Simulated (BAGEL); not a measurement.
**AlH2SF (SMILES [F][AlH][SH]) at HF/3-21G (density fitting with qzvpp-jkfit)**

Aim: the energy change on altering one bond length of AlH2SF at HF/3-21G (density fitting with qzvpp-jkfit), from 2 runs. 

The results are computed with BAGEL 1.2.2.

5 further runs of the same task are left out: 4 that didn't finish, 1 set aside as unsound or not needed. Runs told in other sessions of the task aren't counted.

### Step 1. The system as given

AlH2SF has 5 atoms, charge 0, and is taken as a singlet. As SMILES, `[F][AlH][SH]`. Geometry: relaxed at PBE0-D4/def2-TZVP. This is one conformer, not always the lowest.

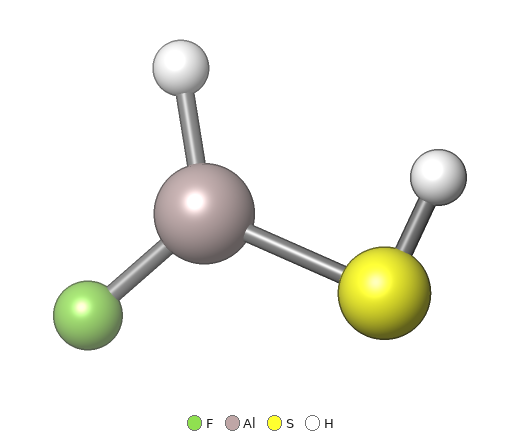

The structure, seen from a chosen angle (fluorine green, aluminium light grey, sulfur yellow, hydrogen white).

### Step 2. The energy at HF/3-21G (density fitting with qzvpp-jkfit)

hf.json reads:

```json
{ "bagel" : [

{
  "title" : "molecule",
  "basis" : "3-21g",
  "df_basis" : "qzvpp-jkfit",
  "angstrom" : "true",
  "geometry" : [
    { "atom" : "F", "xyz" : [   -1.203500,   -1.535800,    0.877500 ] },
    { "atom" : "Al", "xyz" : [   -0.513900,   -0.309100,    0.024800 ] },
    { "atom" : "S", "xyz" : [    1.536100,    0.182600,    0.533500 ] },
    { "atom" : "H", "xyz" : [   -1.341100,    0.430400,   -1.085200 ] },
    { "atom" : "H", "xyz" : [    1.572300,    1.158200,   -0.392100 ] }
  ]
},
{
  "title" : "hf"
},
{
  "title" : "print",
  "file" : "orbitals.molden",
  "orbitals" : "true"
}

]}
```

Command:

```sh
$ BAGEL_NUM_THREADS=1 BAGEL hf.json > hf.out
```

The log of the run:

```text
* using 1 threads per process

  ===============================================================
  ===============================================================

  *** Geometry ***

  { "atom" : "F", "xyz" : [     -2.274285,     -2.902241,      1.658235 ] },
  { "atom" : "Al", "xyz" : [     -0.971130,     -0.584114,      0.046865 ] },
  { "atom" : "S", "xyz" : [      2.902808,      0.345064,      1.008169 ] },
  { "atom" : "H", "xyz" : [     -2.534312,      0.813338,     -2.050731 ] },
  { "atom" : "H", "xyz" : [      2.971216,      2.188681,     -0.740962 ] },

  Number of auxiliary basis functions:      369

  Since a DF basis is specified, we compute 2- and 3-index integrals:
    o Being stored without compression. Storage requirement is 0.004 GB

  Number of basis functions:       39
  Number of electrons      :       40

    * METHOD: MOLECULE                             0.07

  *** RHF ***

  === Nuclear Repulsion ===
   130.7631620136

      * DIIS with orbital gradients will be used.

  === RHF iteration (3-21g) ===
      0       -736.19674764          0.02928396           0.01
      1       -736.28505855          0.01784004           0.01
      2       -736.31900856          0.00127558           0.01
      3       -736.31951937          0.00030659           0.01
      4       -736.31955484          0.00009020           0.01
      5       -736.31955826          0.00002215           0.01
      6       -736.31955853          0.00000375           0.01
      7       -736.31955854          0.00000098           0.01
      8       -736.31955854          0.00000042           0.01
      9       -736.31955854          0.00000010           0.01
     10       -736.31955854          0.00000003           0.01
     11       -736.31955854          0.00000001           0.01
    * SCF iteration converged.

    * Permanent dipole moment:
           (    0.389158,    -0.671229,     0.834765) a.u.

    * METHOD: HF                                   0.23

    * METHOD: PRINT                                0.00

  ===============================================================
```

Wall time 0.44 s (1 thread of Arm Neoverse V2, shared host).

### Step 3. The distorted shape at the same level

hf.json reads:

```json
{ "bagel" : [

{
  "title" : "molecule",
  "basis" : "3-21g",
  "df_basis" : "qzvpp-jkfit",
  "angstrom" : true,
  "geometry" : [
    { "atom" : "F", "xyz" : [      -0.955342,      -1.757648,       1.210497 ] },
    { "atom" : "Al", "xyz" : [      -0.265742,      -0.530948,       0.357797 ] },
    { "atom" : "S", "xyz" : [       1.784258,      -0.039248,       0.866497 ] },
    { "atom" : "H", "xyz" : [      -1.341100,       0.430400,      -1.085200 ] },
    { "atom" : "H", "xyz" : [       1.820458,       0.936352,      -0.059103 ] }
  ]
},

{ "title" : "hf" },

{ "title" : "print", "file" : "orbitals.molden", "orbitals" : true }

]}
```

Command:

```sh
$ BAGEL_NUM_THREADS=1 BAGEL hf.json > hf.out
```

The log of the run:

```text
* using 1 threads per process

  ===============================================================
  ===============================================================

  *** Geometry ***

  { "atom" : "F", "xyz" : [     -1.805335,     -3.321473,      2.287508 ] },
  { "atom" : "Al", "xyz" : [     -0.502180,     -1.003346,      0.676138 ] },
  { "atom" : "S", "xyz" : [      3.371759,     -0.074168,      1.637442 ] },
  { "atom" : "H", "xyz" : [     -2.534312,      0.813338,     -2.050731 ] },
  { "atom" : "H", "xyz" : [      3.440167,      1.769449,     -0.111688 ] },

  Number of auxiliary basis functions:      369

  Since a DF basis is specified, we compute 2- and 3-index integrals:
    o Being stored without compression. Storage requirement is 0.004 GB

  Number of basis functions:       39
  Number of electrons      :       40

    * METHOD: MOLECULE                             0.07

  *** RHF ***

  === Nuclear Repulsion ===
   129.2377650525

      * DIIS with orbital gradients will be used.

  === RHF iteration (3-21g) ===
      0       -736.16072400          0.02912110           0.01
      1       -736.24785808          0.01807651           0.01
      2       -736.28256811          0.00132907           0.01
      3       -736.28319317          0.00032154           0.01
      4       -736.28323525          0.00010212           0.01
      5       -736.28323963          0.00002506           0.01
      6       -736.28323998          0.00000489           0.01
      7       -736.28323999          0.00000127           0.01
      8       -736.28323999          0.00000055           0.01
      9       -736.28323999          0.00000013           0.01
     10       -736.28323999          0.00000003           0.01
     11       -736.28323999          0.00000001           0.01
     12       -736.28323999          0.00000000           0.01
    * SCF iteration converged.

    * Permanent dipole moment:
           (    0.177013,    -0.557110,     0.622955) a.u.

    * METHOD: HF                                   0.25

    * METHOD: PRINT                                0.00

  ===============================================================
```

It took 0.46 s on 1 thread of Arm Neoverse V2, shared host.

### Step 4. Results

Level: HF/3-21G (density fitting with qzvpp-jkfit).

| quantity | value |
| --- | --- |
| first shape: total energy | -736.31956 Eh |
| first shape: dipole moment | 2.90 D |
| first shape: HOMO energy | -10.98 eV |
| first shape: LUMO energy | 1.59 eV |
| first shape: HOMO–LUMO gap | 12.57 eV |
| distorted shape: total energy | -736.28324 Eh |
| distorted shape: dipole moment | 2.17 D |
| distorted shape: HOMO energy | -11.14 eV |
| distorted shape: LUMO energy | 1.44 eV |
| distorted shape: HOMO–LUMO gap | 12.58 eV |
| energy change with the Al2–H4 bond stretched from 1.569 to 2.040 Å | 0.988 eV |

**Reading.** With the Al2–H4 bond stretched from 1.569 to 2.040 Å the energy rises by 0.99 eV (22.8 kcal/mol). The first shape isn't relaxed at this level, so the change isn't measured from a minimum.
